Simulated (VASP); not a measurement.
Band structure of WC (relaxed from the rock salt structure, space group Fm-3m). Computed with r2SCAN meta-GGA, VASP's PBE PAW potentials (set 64) (plane waves; VASP).

Unless said otherwise, spin-orbit coupling is left out, though it shifts the bands of the heavy elements here.

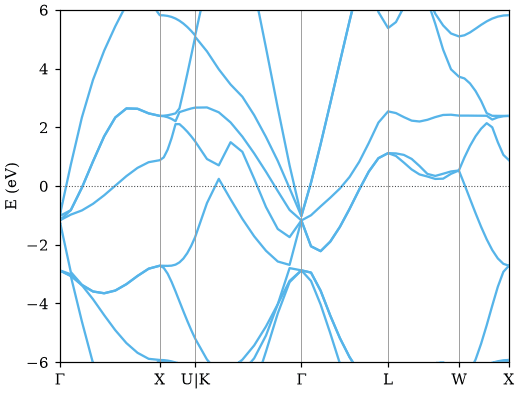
Figure: Bands along high-symmetry lines, zero at the valence-band maximum or, without a gap, the Fermi level

Question: Read the plot: is there a gap, and where are the band edges?

Answer: It has no gap at this level: it comes out as a metal or semimetal.

The structure was generated: WC was put into the rock salt type (Fm-3m), which need not be its known phase. It was relaxed first, which changed the volume by -39 %. VASP warned that the highest band is occupied, so more bands are needed.
